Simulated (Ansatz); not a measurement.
# Al₂F+ (quintet): one geometry, many settings

Aim: run Al₂F+ (quintet) at one geometry under a spread of methods and options, and see what each costs and gives.

Method: the settings change from run to run; program: Ansatz 0.2.0, Gaussian basis.

32 further runs of the same task are left out: 11 for a known fault of the program, 9 that didn't finish, 12 set aside as unsound or not needed.

### 1 The system

The geometry is a PBE0/def2-TZVP stationary point (not a proven minimum) of the parent state, kept for this charge and spin.

3 atoms, charge 1, spin multiplicity 5.

Atoms are counted from 1 here; the program's logs count them from 0.

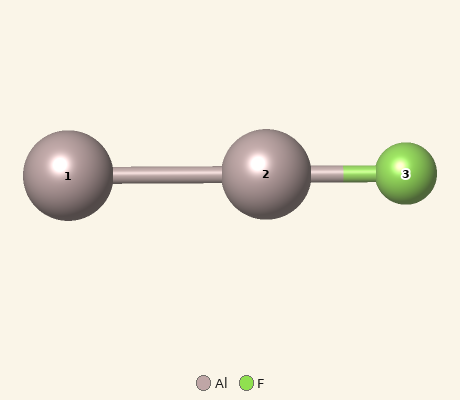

The geometry (aluminium light grey, fluorine green); atoms are numbered from 1 in the order of the file.

### 2 MP2 on UHF/cc-pVDZ

Input file in.yaml:

```yaml
crystal:
  periodic: [false, false, false]
  atoms:
    - {symbol: Al, position_ang: [0.000000, 0.000000, 2.107800]}
    - {symbol: Al, position_ang: [0.000000, 0.000000, -0.230400]}
    - {symbol: F, position_ang: [0.000000, 0.000000, -1.877400]}
basis:
  gaussian: {orbitals: cc-pVDZ}
total_charge: 1
magnetization: {spin_polarized: true, initial_magnetization: 4}
correlation: {method: mp2, electrons: outside_noble_gas}
```

Command:

```sh
$ ansatz run in.yaml --threads 1 --pin off --events-out ev --progress --plain --max-ram 2393MiB
```

Log:

```text
Functional definition: HF
  name "HF"
  cite "Fock, Z. Phys. 61, 126 (1930) doi:10.1007/BF01340294"
  parent pbe
  exchange = exact_x
  correlation = 0
491 factors; integrals over basis functions are off by at most 9.2e-4 eV
mean field evaluation 1: about -15851.0707 eV, gradient 4.4e1 eV
mean field evaluation 2: about -15851.1812 eV, gradient 4.4e1 eV
mean field evaluation 4: about -15860.1819 eV, gradient 1.2e1 eV
mean field evaluation 8: about -15861.5754 eV, gradient 6.4e-1 eV
mean field evaluation 16: about -15861.5792 eV, gradient 1.7e-6 eV
mean field evaluation 32: about -15854.3593 eV, gradient 1.5e1 eV
mean field evaluation 64: about -15855.1382 eV, gradient 5.2e0 eV
mean field -15861.57916238 eV, -582.9022828528 hartree, gradient 2.8e-6 eV, S^2 6.000560; 0 other end points of the search recorded, 0 dependent functions left out
11 core orbitals not correlated: weight in the atoms' cores, before any rotation towards them, 1.000 or more for the frozen orbitals, at most 0.000 for the correlated occupied ones
reference -15861.57916238 eV, -582.9022828528 hartree; 8, 4 occupied and 31, 35 virtual orbitals, 491 factors
second order -6.28590235 eV of doubles, -0.00000000 eV of singles
Total energy: -15867.86506473 eV, -583.1332855034 hartree
```

Wall time 5.5 s (1 thread of Intel Xeon at 2.50GHz, shared host).

From the report: ⟨S²⟩ of the determinant 6.001 (pure quintet: 6.00).

### 3 HF/6-31G*

Edit in.yaml of step 2 so:

```diff
@@ -7,5 +7,7 @@
 basis:
-  gaussian: {orbitals: cc-pVDZ}
+  gaussian: {orbitals: "6-31G*"}
 total_charge: 1
 magnetization: {spin_polarized: true, initial_magnetization: 4}
-correlation: {method: mp2, electrons: outside_noble_gas}
+hamiltonian: {xc: hf}
+accuracy: high
+output: {forces: true, orbitals: {seedname: orbitals}}
```

Launched as before.

Log (excerpt; [...] marks lines left out):

```text
Functional definition: HF
  name "HF"
  cite "Fock, Z. Phys. 61, 126 (1930) doi:10.1007/BF01340294"
  parent pbe
[...]
897 factors; integrals over basis functions are off by at most 3.8e-9 eV
[...]
mean field -15860.62855441 eV, -582.8673486544 hartree, gradient 2.1e-8 eV, S^2 6.000630; 1 other end points of the search recorded, 0 dependent functions left out
[...]
reference -15860.62855441 eV, -582.8673486544 hartree; 19, 15 occupied and 34, 38 virtual orbitals, 897 factors
Total energy: -15860.62855441 eV, -582.8673486544 hartree
Atom 0 at     0.000000     0.000000     2.107800 Å, force     0.000000     0.000000     1.258640 eV/Å
Atom 1 at     0.000000     0.000000    -0.230400 Å, force    -0.000000    -0.000000    -2.873935 eV/Å
Atom 2 at     0.000000     0.000000    -1.877400 Å, force     0.000000     0.000000     1.615295 eV/Å
Dipole moment:    -0.000000     0.000000     1.077962 e Å
```

It took 9.6 s on 1 thread of Intel Xeon at 2.50GHz, shared host.

From the report: ⟨S²⟩ of the determinant 6.001 (pure quintet: 6.00).

### 4 HF/6-31G

Input file in.yaml:

```yaml
crystal:
  periodic: [false, false, false]
  atoms:
    - {symbol: Al, position_ang: [0.000000, 0.000000, 2.107800]}
    - {symbol: Al, position_ang: [0.000000, 0.000000, -0.230400]}
    - {symbol: F, position_ang: [0.000000, 0.000000, -1.877400]}
basis:
  gaussian: {orbitals: 6-31G}
total_charge: 1
magnetization: {spin_polarized: false, initial_magnetization: 4}
hamiltonian: {xc: hf}
output: {orbitals: {seedname: orbitals}}
```

The command is unchanged.

Log (excerpt; [...] marks lines left out):

```text
Functional definition: HF
  name "HF"
  cite "Fock, Z. Phys. 61, 126 (1930) doi:10.1007/BF01340294"
  parent pbe
[...]
354 factors; integrals over basis functions are off by at most 1.3e-4 eV
[...]
mean field -15858.26551763 eV, -582.7805086543 hartree, gradient 3.8e-5 eV, S^2 6.000000; 1 other end points of the search recorded, 0 dependent functions left out
reference -15858.26551763 eV, -582.7805086543 hartree; 19, 15 occupied and 16, 20 virtual orbitals, 354 factors
Total energy: -15858.26551763 eV, -582.7805086543 hartree
```

Wall time 3.9 s (1 thread of Intel Xeon at 2.50GHz, shared host).

### 5 MP2 on UHF/cc-pVDZ

Input file in.yaml:

```yaml
crystal:
  periodic: [false, false, false]
  atoms:
    - {symbol: Al, position_ang: [0.000000, 0.000000, 2.107800]}
    - {symbol: Al, position_ang: [0.000000, 0.000000, -0.230400]}
    - {symbol: F, position_ang: [0.000000, 0.000000, -1.877400]}
basis:
  gaussian: {orbitals: cc-pVDZ, point_charges: [{charge: -1.00, position_ang: [3.793, 0.290, 0.773]}]}
total_charge: 1
magnetization: {spin_polarized: true, initial_magnetization: 4}
hamiltonian: {pseudopotentials: {relativity: scalar}}
correlation: {method: mp2, electrons: all}
scf: {lower_state_search: off}
```

The command is unchanged.

Log (excerpt; [...] marks lines left out):

```text
Functional definition: HF
  name "HF"
  cite "Fock, Z. Phys. 61, 126 (1930) doi:10.1007/BF01340294"
  parent pbe
[...]
491 factors; integrals over basis functions are off by at most 9.2e-4 eV
[...]
mean field -15889.08641202 eV, -583.9131556321 hartree, gradient 2.7e-6 eV, S^2 6.000494; 0 other end points of the search recorded, 0 dependent functions left out
reference -15889.08641202 eV, -583.9131556321 hartree; 19, 15 occupied and 31, 35 virtual orbitals, 491 factors
second order -6.57370958 eV of doubles, -0.00000000 eV of singles
Total energy: -15895.66012160 eV, -584.1547350033 hartree
Relativity: scalar
Checks for a lower state left out: stability, starts, cluster_reference, orbital_swaps, neighbouring_geometries, increment
```

It took 1.4 s on 1 thread of Intel Xeon at 2.50GHz, shared host.

From the report: ⟨S²⟩ of the determinant 6.000 (pure quintet: 6.00).

### 6 HF/STO-3G

Input file in.yaml:

```yaml
crystal:
  periodic: [false, false, false]
  atoms:
    - {symbol: Al, position_ang: [0.000000, 0.000000, 2.107800]}
    - {symbol: Al, position_ang: [0.000000, 0.000000, -0.230400]}
    - {symbol: F, position_ang: [0.000000, 0.000000, -1.877400]}
basis:
  gaussian: {orbitals: STO-3G}
total_charge: 1
magnetization: {spin_polarized: false, initial_magnetization: 4}
hamiltonian: {xc: hf}
output: {orbitals: {seedname: orbitals}}
```

Same command.

Log (excerpt; [...] marks lines left out):

```text
Functional definition: HF
  name "HF"
  cite "Fock, Z. Phys. 61, 126 (1930) doi:10.1007/BF01340294"
  parent pbe
[...]
254 factors; integrals over basis functions are off by at most 1.5e-4 eV
[...]
mean field -15663.60527963 eV, -575.6268768534 hartree, gradient 7.1e-6 eV, S^2 6.000000; 5 other end points of the search recorded, 0 dependent functions left out
reference -15663.60527963 eV, -575.6268768534 hartree; 19, 15 occupied and 4, 8 virtual orbitals, 254 factors
Total energy: -15663.60527963 eV, -575.6268768534 hartree
```

Run time: 3.4 s. Hardware: 1 thread of Intel Xeon at 2.50GHz, shared host.

### 7 HF/6-31G

Edit in.yaml of step 6 so:

```diff
@@ -7,3 +7,3 @@
 basis:
-  gaussian: {orbitals: STO-3G}
+  gaussian: {orbitals: 6-31G}
 total_charge: 1
@@ -11,2 +11,2 @@
 hamiltonian: {xc: hf}
-output: {orbitals: {seedname: orbitals}}
+output: {forces: true, orbitals: {seedname: orbitals}}
```

The command is unchanged.

Log (excerpt; [...] marks lines left out):

```text
Functional definition: HF
  name "HF"
  cite "Fock, Z. Phys. 61, 126 (1930) doi:10.1007/BF01340294"
  parent pbe
[...]
354 factors; integrals over basis functions are off by at most 1.3e-4 eV
[...]
mean field -15858.26551763 eV, -582.7805086543 hartree, gradient 3.8e-5 eV, S^2 6.000000; 1 other end points of the search recorded, 0 dependent functions left out
[...]
reference -15858.26551763 eV, -582.7805086543 hartree; 19, 15 occupied and 16, 20 virtual orbitals, 354 factors
Total energy: -15858.26551763 eV, -582.7805086543 hartree
Atom 0 at     0.000000     0.000000     2.107800 Å, force    -0.000000    -0.000000     2.917244 eV/Å
Atom 1 at     0.000000     0.000000    -0.230400 Å, force     0.000000     0.000000    -2.272848 eV/Å
Atom 2 at     0.000000     0.000000    -1.877400 Å, force    -0.000000    -0.000000    -0.644395 eV/Å
Dipole moment:    -0.000000    -0.000000     1.072711 e Å
```

It took 4.1 s on 1 thread of Intel Xeon at 2.50GHz, shared host.

### 8 BCCD(T) on UHF/cc-pVDZ

Input file in.yaml:

```yaml
crystal:
  periodic: [false, false, false]
  atoms:
    - {symbol: Al, position_ang: [0.000000, 0.000000, 2.107800]}
    - {symbol: Al, position_ang: [0.000000, 0.000000, -0.230400]}
    - {symbol: F, position_ang: [0.000000, 0.000000, -1.877400]}
basis:
  gaussian: {orbitals: cc-pVDZ, fitting: {mean_field: def2-universal-jkfit}}
total_charge: 1
magnetization: {spin_polarized: true, initial_magnetization: 4}
correlation: {method: bccd_t, electrons: valence}
```

Launched as before.

Log (excerpt; [...] marks lines left out):

```text
Functional definition: HF
  name "HF"
  cite "Fock, Z. Phys. 61, 126 (1930) doi:10.1007/BF01340294"
  parent pbe
[...]
333 factors; integrals over basis functions are off by at most 1.9e-1 eV
[...]
mean field -15861.57670792 eV, -582.9021926533 hartree, gradient 1.5e-6 eV, S^2 6.000560; 2 other end points of the search recorded, 0 dependent functions left out
determinant -15861.57670792 eV, -582.9021926533 hartree, with singles and doubles -15868.10894275 eV, -583.1422478556 hartree
determinant -15858.89736232 eV, -582.8037285186 hartree, with singles and doubles -15865.14401423 eV, -583.0332887421 hartree
determinant -15858.38269411 eV, -582.7848148107 hartree, with singles and doubles -15864.89950293 eV, -583.0243031177 hartree
11 core orbitals not correlated: weight in the atoms' cores, before any rotation towards them, 1.000 or more for the frozen orbitals, at most 0.000 for the correlated occupied ones
reference -15861.57670792 eV, -582.9021926533 hartree; 8, 4 occupied and 31, 35 virtual orbitals, 333 factors
second order -6.28765441 eV of doubles, -0.00000000 eV of singles
cycle   1  -6.50278959 eV  change    2.9e-2 eV  update   1.3e-2
[...]
cycle   9  -6.50510694 eV  change    9.1e-6 eV  update   1.4e-5
perturbative correction -0.16953716 eV, -0.0062303758 hartree
Total energy: -15868.25135203 eV, -583.1474812998 hartree
```

Run time: 19 s. Hardware: 1 thread of Intel Xeon at 2.50GHz, shared host.

From the report: ⟨S²⟩ of the determinant 6.001 (pure quintet: 6.00); correlation -6.6746 eV; largest double amplitude 0.08.

### 9 HF/def2-mTZVP

Input file in.yaml:

```yaml
crystal:
  periodic: [false, false, false]
  atoms:
    - {symbol: Al, position_ang: [0.000000, 0.000000, 2.107800]}
    - {symbol: Al, position_ang: [0.000000, 0.000000, -0.230400]}
    - {symbol: F, position_ang: [0.000000, 0.000000, -1.877400]}
basis:
  gaussian: {orbitals: def2-mTZVP}
total_charge: 1
magnetization: {spin_polarized: false, initial_magnetization: 4}
hamiltonian: {xc: hf}
output: {forces: true, orbitals: {seedname: orbitals}}
```

The command is unchanged.

Log (excerpt; [...] marks lines left out):

```text
Functional definition: HF
  name "HF"
  cite "Fock, Z. Phys. 61, 126 (1930) doi:10.1007/BF01340294"
  parent pbe
[...]
530 factors; integrals over basis functions are off by at most 1.1e-3 eV
[...]
mean field -15862.20714017 eV, -582.9253606110 hartree, gradient 1.8e-5 eV, S^2 6.000000; 1 other end points of the search recorded, 0 dependent functions left out
[...]
reference -15862.20714017 eV, -582.9253606110 hartree; 19, 15 occupied and 44, 48 virtual orbitals, 530 factors
Total energy: -15862.20714017 eV, -582.9253606110 hartree
Atom 0 at     0.000000     0.000000     2.107800 Å, force    -0.000000    -0.000000     1.533829 eV/Å
Atom 1 at     0.000000     0.000000    -0.230400 Å, force     0.000000    -0.000000    -3.620165 eV/Å
Atom 2 at     0.000000     0.000000    -1.877400 Å, force    -0.000000     0.000000     2.086337 eV/Å
Dipole moment:    -0.000000    -0.000000     1.072213 e Å
```

It took 5.5 s on 1 thread of Intel Xeon at 2.50GHz, shared host.

### 10 NEVPT2(4,5)/cc-pVDZ

Edit in.yaml of step 9 so:

```diff
@@ -7,6 +7,5 @@
 basis:
-  gaussian: {orbitals: def2-mTZVP}
+  gaussian: {orbitals: cc-pVDZ}
 total_charge: 1
 magnetization: {spin_polarized: false, initial_magnetization: 4}
-hamiltonian: {xc: hf}
-output: {forces: true, orbitals: {seedname: orbitals}}
+correlation: {method: sc_nevpt2, electrons: outside_noble_gas, active_space: {window: {electrons: 4, orbitals: 5}}}
```

Launched as before.

Log (excerpt; [...] marks lines left out):

```text
Functional definition: HF
  name "HF"
  cite "Fock, Z. Phys. 61, 126 (1930) doi:10.1007/BF01340294"
  parent pbe
[...]
491 factors; integrals over basis functions are off by at most 9.2e-4 eV
[...]
mean field -15861.57368690 eV, -582.9020816328 hartree, gradient 2.2e-6 eV, S^2 6.000000; 0 other end points of the search recorded, 0 dependent functions left out
reference -15861.57368690 eV, -582.9020816328 hartree; 19, 15 occupied and 31, 35 virtual orbitals, 491 factors
state -15861.57368690 eV, -582.9020816328 hartree
state -15861.57368690 eV, -582.9020816328 hartree; corrected -15867.76092155 eV, -583.1294583122 hartree
state -15858.59233475 eV, -582.7925189622 hartree
state -15858.59233475 eV, -582.7925189622 hartree; corrected -15864.41709197 eV, -583.0065748416 hartree
state -15861.57368690 eV, -582.9020816328 hartree; corrected -15867.76092155 eV, -583.1294583122 hartree
WARN: 1 active orbitals are nearly empty or full. The corrections depend on them more than the energy does, and are more stable in an active space without them
Total energy: -15867.76092155 eV, -583.1294583122 hartree
```

It took 17 s on 1 thread of Intel Xeon at 2.50GHz, shared host.

From the report: 3 determinants; active occupations 1.00, 1.00, 1.00, 1.00, 0.00. The report marks this result as in doubt.

### 11 All runs side by side

Where basis and cores are those of an earlier UCCSDT(Q)/cc-pVDZ run (-15868.2815 eV), and the state is the same kind, the miss against it is given. † marks a result that the program doubts.

| level | correlated | functions | energy (eV) | from UCCSDT(Q) (meV) | time |
| --- | --- | --- | --- | --- | --- |
| MP2 on UHF/cc-pVDZ | outside noble gas | 50 | -15867.8651 | 416.5 | 5.5 s |
| HF/6-31G* |  | 53 | -15860.6286 |  | 9.6 s |
| HF/6-31G |  | 35 | -15858.2655 |  | 3.9 s |
| MP2 on UHF/cc-pVDZ (beside a point charge, relativity set) | all | 50 | -15895.6601 |  | 1.4 s |
| HF/STO-3G |  | 23 | -15663.6053 |  | 3.4 s |
| HF/6-31G |  | 35 | -15858.2655 |  | 4.1 s |
| BCCD(T) on UHF/cc-pVDZ | valence | 50 | -15868.2514 | 30.2 | 19 s |
| HF/def2-mTZVP |  | 63 | -15862.2071 |  | 5.5 s |
| NEVPT2(4,5)/cc-pVDZ † | outside noble gas | 50 | -15867.7609 | 520.6 | 17 s |

### 12 Results

| quantity | value |
| --- | --- |
| runs | 9 |
| quickest | MP2 on UHF/cc-pVDZ (beside a point charge, relativity set), 1.4 s |
| slowest | BCCD(T) on UHF/cc-pVDZ, 19 s |

In words: Total energies in different bases, with other cores or another treatment of relativity can't be set against each other. BCCD(T) on UHF/cc-pVDZ took 13 times as long as MP2 on UHF/cc-pVDZ (beside a point charge, relativity set); the jobs differ in more than the method. Among the correlated runs with a miss given, it spans +30 to +521 meV.
